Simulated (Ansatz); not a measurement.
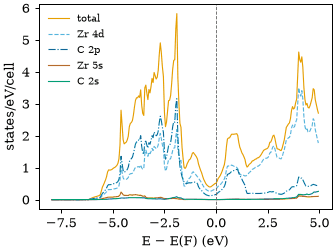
Figure. Total and projected density of states of ZrC (NiAs type, space group No. 194), plane-wave PAW PBEsol (Ansatz code)

Question: Which orbitals carry the states next to the Fermi level?

Answer: Within 0.5 eV of the Fermi level: Zr 4d 62 %, C 2p 35 %. Projections are on Löwdin-orthogonalised atomic valence shells; empty p or d shells of many metals are not among them.

Question: Where is the tallest occupied peak in this window, and what makes it?

Answer: Near -1.9 eV, about 5.8 states/eV per cell; the largest projected share is C 2p.

Space group P6_3/mmc (NiAs type). The workflow started from a Materials Project entry (that database holds measured and hypothetical structures alike); the Crystallography Open Database copy checked does not list it. It is not the phase usual at ambient conditions (space group No. 225). The cell was relaxed with PBEsol under the symmetry of its start; its stability against distortions is not shown here. The run is not spin-polarised. Spin–orbit coupling is left out wherever it is not named.

Potentials: the later of the program's two PAW sets.
